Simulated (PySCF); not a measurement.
**Geometry relaxation, with input and output: C8H18Br2N2W (part 2 of 3)**

The same run, continued: C8H18Br2N2W (W(NtBu)2Br2), SMILES CC(C)(C)[N]=[W]([Br])([Br])=[N]C(C)(C)C; PBE0-D3(BJ)/def2-SVP geometry optimisation, gas phase (PySCF 2.14.0). It belongs to a series of runs on one base structure; here: ligand (both): Cl to Br.

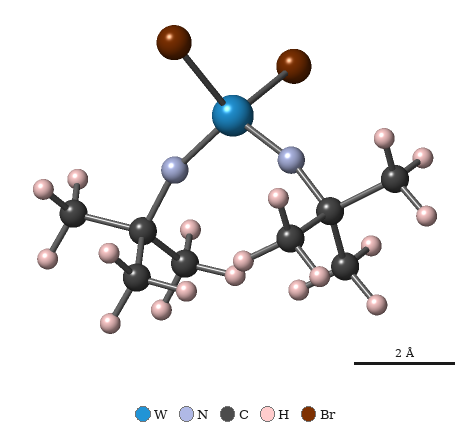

The geometry at step 10 of the log (ball-and-stick view, seen at a tilt).

Trajectory as extended XYZ, continued:
```
31
Properties=species:S:1:pos:R:3:forces:R:3 step=6 energy=-153439.05661
W    -1.6557   -0.1462   -1.2723    0.0185  -0.0010  -0.0747
N    -1.7820   -0.0356    0.4627    0.0136  -0.0161   0.0949
C    -1.4328    0.0355    1.8581   -0.0341   0.0249  -0.0294
C    -0.4338    1.1731    2.0816    0.0284  -0.0300  -0.0160
C    -0.8254   -1.3079    2.2724    0.0046  -0.0087   0.0073
C    -2.7198    0.3015    2.6479    0.0340   0.0353  -0.0043
H    -0.8474    2.1259    1.7203    0.0045   0.0092   0.0157
H    -0.1972    1.2715    3.1516   -0.0274   0.0145   0.0139
H     0.5054    0.9770    1.5448   -0.0086  -0.0057  -0.0181
H    -0.5595   -1.2959    3.3409   -0.0187   0.0002  -0.0136
H    -1.5411   -2.1237    2.0964   -0.0053  -0.0115   0.0093
H     0.0829   -1.5201    1.6894    0.0029   0.0141   0.0025
H    -3.1659    1.2606    2.3448   -0.0089  -0.0261  -0.0110
H    -3.4533   -0.4969    2.4668   -0.0135   0.0032   0.0000
H    -2.5040    0.3453    3.7267   -0.0046  -0.0122  -0.0081
N     0.0031   -0.0558   -1.7776    0.0092  -0.0288   0.0420
C     1.4352   -0.0093   -1.8287    0.0558   0.0173  -0.0347
C     1.9941   -1.1792   -1.0145    0.0194  -0.0073  -0.0001
C     1.9149    1.3289   -1.2611    0.0043  -0.0298   0.0421
C     1.8376   -0.1376   -3.3028   -0.0072  -0.0241   0.0116
H     1.6129   -2.1353   -1.4032    0.0145   0.0118   0.0027
H     3.0938   -1.1909   -1.0618   -0.0155  -0.0053  -0.0106
H     1.6943   -1.0939    0.0397   -0.0045   0.0112   0.0271
H     3.0127    1.3876   -1.2972    0.0116   0.0048  -0.0188
H     1.4982    2.1644   -1.8399   -0.0154   0.0334  -0.0161
H     1.5972    1.4433   -0.2150   -0.0019   0.0003  -0.0069
H     1.4636   -1.0846   -3.7194    0.0335  -0.0028   0.0143
H     1.4009    0.6842   -3.8878    0.0115   0.0244  -0.0042
H     2.9326   -0.1066   -3.4121   -0.0101  -0.0102   0.0091
Br   -2.7499    1.8058   -2.2530   -0.0521   0.0376  -0.0234
Br   -2.3730   -2.3955   -1.9042   -0.0387  -0.0223  -0.0027
31
Properties=species:S:1:pos:R:3:forces:R:3 step=7 energy=-153439.06238
W    -1.6547   -0.1373   -1.2856    0.0529   0.0139  -0.0337
N    -1.7889   -0.0340    0.4497   -0.0081  -0.0079   0.0083
C    -1.4436    0.0286    1.8448   -0.0001   0.0051  -0.0021
C    -0.4320    1.1541    2.0773   -0.0114  -0.0313   0.0035
C    -0.8491   -1.3225    2.2558   -0.0114  -0.0018  -0.0105
C    -2.7289    0.3025    2.6319   -0.0022   0.0069   0.0114
H    -0.8324    2.1147    1.7216   -0.0034   0.0042   0.0036
H    -0.2006    1.2442    3.1494   -0.0103   0.0076  -0.0007
H     0.5047    0.9483    1.5411    0.0186  -0.0003  -0.0164
H    -0.5883   -1.3163    3.3248   -0.0063   0.0018   0.0088
H    -1.5702   -2.1331    2.0755    0.0010   0.0047  -0.0014
H     0.0600   -1.5374    1.6755    0.0017   0.0013   0.0039
H    -3.1671    1.2651    2.3316   -0.0119   0.0065  -0.0106
H    -3.4703   -0.4880    2.4461    0.0003   0.0023  -0.0027
H    -2.5154    0.3376    3.7111   -0.0060  -0.0004   0.0024
N     0.0103   -0.0510   -1.7745    0.0173  -0.0313   0.0018
C     1.4453   -0.0026   -1.8165   -0.0131   0.0059  -0.0025
C     2.0025   -1.1498   -0.9691   -0.0074   0.0248   0.0081
C     1.9158    1.3512   -1.2793   -0.0059   0.0108  -0.0016
C     1.8619   -0.1670   -3.2820   -0.0083  -0.0005   0.0024
H     1.6279   -2.1162   -1.3363   -0.0006  -0.0057   0.0011
H     3.1018   -1.1592   -1.0112    0.0070  -0.0020  -0.0010
H     1.6959   -1.0376    0.0809    0.0038   0.0032   0.0166
H     3.0140    1.4137   -1.3124   -0.0026   0.0032  -0.0076
H     1.4992    2.1717   -1.8821    0.0006  -0.0075   0.0081
H     1.5908    1.4911   -0.2390   -0.0009   0.0012   0.0105
H     1.4988   -1.1265   -3.6775    0.0101  -0.0097   0.0006
H     1.4312    0.6397   -3.8929    0.0091   0.0016   0.0012
H     2.9576   -0.1359   -3.3787    0.0091  -0.0034   0.0056
Br   -2.7447    1.8224   -2.2656   -0.0188  -0.0057  -0.0014
Br   -2.3927   -2.3810   -1.9209   -0.0028   0.0025  -0.0057
31
Properties=species:S:1:pos:R:3:forces:R:3 step=8 energy=-153439.06720
W    -1.6482   -0.1316   -1.3120    0.0375   0.0152  -0.0120
N    -1.8014   -0.0370    0.4217   -0.0308  -0.0014  -0.0139
C    -1.4613    0.0180    1.8173    0.0146  -0.0184   0.0193
C    -0.4330    1.1263    2.0562   -0.0297  -0.0134   0.0211
C    -0.8868   -1.3426    2.2273   -0.0226   0.0010  -0.0154
C    -2.7445    0.3073    2.6011   -0.0252  -0.0061   0.0131
H    -0.8167    2.0950    1.7043   -0.0064   0.0004  -0.0056
H    -0.2055    1.2095    3.1299    0.0051   0.0023  -0.0089
H     0.5007    0.9067    1.5209    0.0303   0.0038  -0.0094
H    -0.6330   -1.3426    3.2977    0.0013   0.0023   0.0180
H    -1.6171   -2.1440    2.0416    0.0043   0.0111  -0.0087
H     0.0231   -1.5664    1.6516   -0.0021  -0.0073   0.0047
H    -3.1700    1.2754    2.3016   -0.0088   0.0211  -0.0078
H    -3.4968   -0.4721    2.4112    0.0075  -0.0006  -0.0050
H    -2.5342    0.3353    3.6811   -0.0052   0.0080   0.0046
N     0.0249   -0.0470   -1.7714    0.0427  -0.0170  -0.0485
C     1.4611    0.0073   -1.7902   -0.0497  -0.0056   0.0225
C     2.0104   -1.1058   -0.8936   -0.0147   0.0344   0.0071
C     1.9118    1.3821   -1.2911   -0.0057   0.0365  -0.0268
C     1.9066   -0.2052   -3.2403   -0.0016   0.0099  -0.0008
H     1.6466   -2.0864   -1.2323   -0.0078  -0.0130   0.0041
H     3.1099   -1.1114   -0.9201    0.0168   0.0006   0.0071
H     1.6874   -0.9572    0.1472    0.0105  -0.0032   0.0048
H     3.0099    1.4533   -1.3126   -0.0083   0.0034   0.0028
H     1.4969    2.1789   -1.9273    0.0082  -0.0258   0.0210
H     1.5699    1.5542   -0.2610    0.0044   0.0006   0.0084
H     1.5599   -1.1811   -3.6088   -0.0065  -0.0091  -0.0060
H     1.4859    0.5780   -3.8880    0.0043  -0.0115   0.0046
H     3.0036   -0.1712   -3.3144    0.0237   0.0021   0.0023
Br   -2.7304    1.8342   -2.2943    0.0014  -0.0292   0.0089
Br   -2.3912   -2.3706   -1.9599    0.0125   0.0087  -0.0056
31
Properties=species:S:1:pos:R:3:forces:R:3 step=9 energy=-153439.07273
W    -1.6294   -0.1277   -1.3462    0.0439   0.0039  -0.0073
N    -1.8168   -0.0432    0.3844   -0.0169   0.0068  -0.0244
C    -1.4921    0.0018    1.7836    0.0236  -0.0307   0.0338
C    -0.4421    1.0865    2.0375   -0.0373  -0.0019   0.0208
C    -0.9511   -1.3724    2.1955   -0.0291   0.0055  -0.0145
C    -2.7775    0.3147    2.5541   -0.0355  -0.0067   0.0070
H    -0.8008    2.0653    1.6869   -0.0091  -0.0042  -0.0124
H    -0.2252    1.1615    3.1141    0.0136  -0.0052  -0.0123
H     0.4919    0.8488    1.5100    0.0241   0.0086  -0.0015
H    -0.7135   -1.3818    3.2695    0.0054   0.0026   0.0189
H    -1.6949   -2.1578    1.9964    0.0046   0.0125  -0.0120
H    -0.0377   -1.6123    1.6321   -0.0015  -0.0094   0.0016
H    -3.1811    1.2915    2.2522   -0.0040   0.0243  -0.0041
H    -3.5432   -0.4488    2.3532    0.0104  -0.0027  -0.0055
H    -2.5792    0.3347    3.6365   -0.0040   0.0128   0.0038
N     0.0542   -0.0428   -1.7684    0.0175  -0.0011  -0.0570
C     1.4902    0.0221   -1.7570   -0.0632  -0.0102   0.0412
C     2.0295   -1.0387   -0.7934   -0.0155   0.0314   0.0031
C     1.9147    1.4252   -1.3163   -0.0032   0.0400  -0.0406
C     1.9730   -0.2575   -3.1832    0.0104   0.0102  -0.0032
H     1.6798   -2.0384   -1.0886   -0.0105  -0.0126   0.0071
H     3.1293   -1.0376   -0.7994    0.0179   0.0043   0.0111
H     1.6861   -0.8396    0.2324    0.0122  -0.0086  -0.0047
H     3.0121    1.5096   -1.3228   -0.0100   0.0029   0.0103
H     1.5021    2.1849   -1.9979    0.0087  -0.0285   0.0230
H     1.5511    1.6427   -0.3021    0.0052  -0.0007   0.0107
H     1.6459   -1.2546   -3.5108   -0.0162  -0.0058  -0.0103
H     1.5637    0.4892   -3.8795   -0.0005  -0.0179   0.0051
H     3.0714   -0.2173   -3.2304    0.0237   0.0057   0.0004
Br   -2.6995    1.8424   -2.3352    0.0105  -0.0391   0.0139
Br   -2.3723   -2.3613   -2.0137    0.0249   0.0136  -0.0020
31
Properties=species:S:1:pos:R:3:forces:R:3 step=10 energy=-153439.07668
W    -1.5980   -0.1378   -1.3885   -0.0097  -0.0020   0.0281
N    -1.8303   -0.0552    0.3369    0.0116   0.0071  -0.0373
C    -1.5313   -0.0135    1.7420    0.0065  -0.0278   0.0257
C    -0.4633    1.0485    2.0136   -0.0155   0.0109   0.0134
C    -1.0300   -1.3994    2.1638   -0.0240   0.0028  -0.0057
C    -2.8247    0.3291    2.4870   -0.0277  -0.0010  -0.0028
H    -0.7963    2.0345    1.6571   -0.0088  -0.0045  -0.0123
H    -0.2627    1.1202    3.0935    0.0140  -0.0083  -0.0108
H     0.4752    0.7931    1.5011   -0.0015   0.0115   0.0094
H    -0.8176   -1.4153    3.2432    0.0063   0.0016   0.0121
H    -1.7871   -2.1670    1.9463    0.0042   0.0089  -0.0088
H    -0.1101   -1.6601    1.6207   -0.0011  -0.0048   0.0012
H    -3.2015    1.3136    2.1745    0.0001   0.0152  -0.0017
H    -3.6020   -0.4186    2.2721    0.0071  -0.0036  -0.0036
H    -2.6477    0.3480    3.5730   -0.0023   0.0114   0.0015
N     0.0955   -0.0458   -1.7658    0.0196   0.0155  -0.0545
C     1.5290    0.0360   -1.7147   -0.0405  -0.0044   0.0382
C     2.0535   -0.9694   -0.6861   -0.0088   0.0126   0.0025
C     1.9209    1.4652   -1.3295    0.0031   0.0225  -0.0329
C     2.0588   -0.3051   -3.1109    0.0140   0.0083  -0.0027
H     1.7209   -1.9864   -0.9396   -0.0069  -0.0077   0.0062
H     3.1533   -0.9574   -0.6649    0.0124   0.0066   0.0097
H     1.6836   -0.7246    0.3205    0.0102  -0.0104  -0.0133
H     3.0167    1.5675   -1.3148   -0.0079   0.0036   0.0121
H     1.5128    2.1851   -2.0549    0.0053  -0.0191   0.0147
H     1.5296    1.7226   -0.3348    0.0058  -0.0016   0.0025
H     1.7533   -1.3208   -3.4006   -0.0152  -0.0013  -0.0079
H     1.6633    0.4025   -3.8544   -0.0013  -0.0169   0.0044
H     3.1578   -0.2535   -3.1263    0.0150   0.0063  -0.0009
Br   -2.6615    1.8256   -2.3966    0.0162  -0.0378   0.0160
Br   -2.3214   -2.3726   -2.0693    0.0197   0.0064  -0.0024
31
Properties=species:S:1:pos:R:3:forces:R:3 step=11 energy=-153439.07681
W    -1.5407   -0.1751   -1.4353   -0.0031  -0.0084  -0.0315
N    -1.8387   -0.0801    0.2781    0.0606  -0.0068   0.0209
C    -1.5934   -0.0243    1.6933   -0.0194  -0.0048   0.0112
C    -0.5152    1.0197    1.9925    0.0035   0.0143  -0.0024
C    -1.1429   -1.4162    2.1498   -0.0121   0.0062   0.0051
C    -2.9087    0.3591    2.3792   -0.0157  -0.0033  -0.0091
H    -0.8179    2.0072    1.6136   -0.0043  -0.0037  -0.0069
H    -0.3505    1.1002    3.0777    0.0083  -0.0087  -0.0054
H     0.4368    0.7441    1.5160   -0.0194   0.0064   0.0115
H    -0.9799   -1.4271    3.2381    0.0060   0.0020   0.0019
H    -1.9073   -2.1675    1.9035    0.0029   0.0032  -0.0035
H    -0.2061   -1.7037    1.6506    0.0043   0.0000  -0.0007
H    -3.2494    1.3466    2.0350    0.0016   0.0035   0.0005
H    -3.6923   -0.3753    2.1427    0.0023  -0.0019   0.0005
H    -2.7768    0.3931    3.4713   -0.0002   0.0067  -0.0003
N     0.1643   -0.0643   -1.7592   -0.0365   0.0119  -0.0091
C     1.5929    0.0443   -1.6634   -0.0081   0.0083   0.0183
C     2.1047   -0.9092   -0.5805   -0.0039  -0.0095  -0.0018
C     1.9439    1.4963   -1.3243    0.0088  -0.0032  -0.0100
C     2.1763   -0.3415   -3.0270    0.0083   0.0051  -0.0032
H     1.7942   -1.9412   -0.8005   -0.0001  -0.0010   0.0007
H     3.2035   -0.8789   -0.5311    0.0030   0.0083   0.0045
H     1.7059   -0.6317    0.4059    0.0001  -0.0037  -0.0085
H     3.0363    1.6251   -1.2875   -0.0025   0.0029   0.0102
H     1.5371    2.1772   -2.0862    0.0023  -0.0042   0.0013
H     1.5227    1.7811   -0.3493    0.0035   0.0001  -0.0044
H     1.8973   -1.3730   -3.2870   -0.0090   0.0019  -0.0042
H     1.7945    0.3285   -3.8111   -0.0026  -0.0089   0.0002
H     3.2744   -0.2706   -3.0080    0.0047   0.0047  -0.0014
Br   -2.6033    1.7658   -2.4804    0.0154  -0.0175   0.0145
Br   -2.2234   -2.4197   -2.1230    0.0012   0.0002   0.0010
31
Properties=species:S:1:pos:R:3:forces:R:3 step=12 energy=-153439.07723
W    -1.5278   -0.1962   -1.4357   -0.0384   0.0002   0.0269
N    -1.8297   -0.0914    0.2772    0.0623  -0.0232  -0.0132
C    -1.6020   -0.0189    1.6947   -0.0257   0.0123  -0.0040
C    -0.5323    1.0333    1.9945    0.0069   0.0105  -0.0053
C    -1.1523   -1.4033    2.1730   -0.0043   0.0028   0.0055
C    -2.9282    0.3687    2.3577   -0.0055  -0.0022  -0.0071
H    -0.8357    2.0145    1.6004   -0.0017  -0.0018  -0.0022
H    -0.3793    1.1262    3.0803    0.0040  -0.0043  -0.0012
H     0.4264    0.7572    1.5321   -0.0111  -0.0007   0.0038
H    -1.0033   -1.4013    3.2635    0.0024   0.0013  -0.0026
H    -1.9103   -2.1603    1.9245    0.0012  -0.0006  -0.0004
H    -0.2076   -1.6925    1.6895    0.0013   0.0011   0.0004
H    -3.2672    1.3505    1.9956    0.0017  -0.0030   0.0006
H    -3.7058   -0.3717    2.1204    0.0003  -0.0017   0.0012
H    -2.8115    0.4184    3.4510    0.0002   0.0034  -0.0003
N     0.1760   -0.0765   -1.7606   -0.0015  -0.0007  -0.0132
C     1.6040    0.0373   -1.6643    0.0058   0.0161   0.0069
C     2.1204   -0.9307   -0.5969   -0.0014  -0.0123   0.0000
C     1.9503    1.4852   -1.3035    0.0051  -0.0090   0.0006
C     2.1881   -0.3250   -3.0345    0.0061   0.0027   0.0011
H     1.8149   -1.9607   -0.8331    0.0031   0.0021   0.0006
H     3.2192   -0.8952   -0.5468   -0.0015   0.0052   0.0033
H     1.7204   -0.6710    0.3938   -0.0073   0.0010   0.0001
H     3.0421    1.6179   -1.2644   -0.0006   0.0004   0.0054
H     1.5405    2.1760   -2.0545    0.0004   0.0017  -0.0033
H     1.5288    1.7535   -0.3239    0.0002   0.0011  -0.0052
H     1.9121   -1.3532   -3.3106   -0.0036   0.0017  -0.0002
H     1.8023    0.3550   -3.8079   -0.0024  -0.0026  -0.0007
H     3.2862   -0.2496   -3.0158   -0.0046   0.0020  -0.0004
Br   -2.5962    1.7374   -2.4840    0.0091  -0.0017   0.0019
Br   -2.2038   -2.4444   -2.1183   -0.0004  -0.0018   0.0009
31
Properties=species:S:1:pos:R:3:forces:R:3 step=13 energy=-153439.07775
W    -1.5088   -0.2284   -1.4447   -0.0333   0.0094   0.0397
N    -1.8150   -0.1148    0.2661    0.0321  -0.0340  -0.0033
C    -1.6141   -0.0164    1.6857   -0.0286   0.0271  -0.0143
C    -0.5516    1.0435    1.9839    0.0035   0.0023   0.0000
C    -1.1715   -1.3900    2.1987    0.0064  -0.0041   0.0019
C    -2.9544    0.3824    2.3138    0.0100   0.0004  -0.0012
H    -0.8508    2.0162    1.5665    0.0018   0.0016   0.0038
H    -0.4144    1.1553    3.0699   -0.0031   0.0032   0.0032
H     0.4142    0.7604    1.5418    0.0019  -0.0035  -0.0041
H    -1.0437   -1.3675    3.2917   -0.0022   0.0007  -0.0041
H    -1.9224   -2.1534    1.9485   -0.0013  -0.0033   0.0037
H    -0.2164   -1.6855    1.7397   -0.0016   0.0009   0.0014
H    -3.2872    1.3555    1.9236   -0.0014  -0.0055  -0.0008
H    -3.7255   -0.3649    2.0772   -0.0009  -0.0005   0.0017
H    -2.8598    0.4573    3.4079    0.0010  -0.0014  -0.0008
N     0.1944   -0.0938   -1.7660    0.0085  -0.0076  -0.0316
C     1.6201    0.0316   -1.6565    0.0159   0.0118   0.0039
C     2.1320   -0.9457   -0.5954    0.0133  -0.0059   0.0002
C     1.9535    1.4772   -1.2755   -0.0008  -0.0093   0.0088
C     2.2190   -0.3092   -3.0261   -0.0073  -0.0069   0.0050
H     1.8383   -1.9753   -0.8478    0.0060   0.0029  -0.0020
H     3.2296   -0.9003   -0.5306   -0.0022  -0.0003   0.0033
H     1.7165   -0.7016    0.3930   -0.0079   0.0017   0.0036
H     3.0438    1.6169   -1.2226    0.0024  -0.0025  -0.0019
H     1.5467    2.1738   -2.0226    0.0004   0.0065  -0.0063
H     1.5207    1.7312   -0.2973   -0.0058   0.0029  -0.0010
H     1.9514   -1.3354   -3.3175    0.0061   0.0001   0.0033
H     1.8337    0.3767   -3.7942   -0.0006   0.0053  -0.0007
H     3.3163   -0.2255   -2.9978   -0.0047  -0.0018   0.0000
Br   -2.5819    1.6995   -2.4938   -0.0038   0.0170  -0.0144
Br   -2.1740   -2.4803   -2.1259   -0.0039  -0.0075   0.0028
```
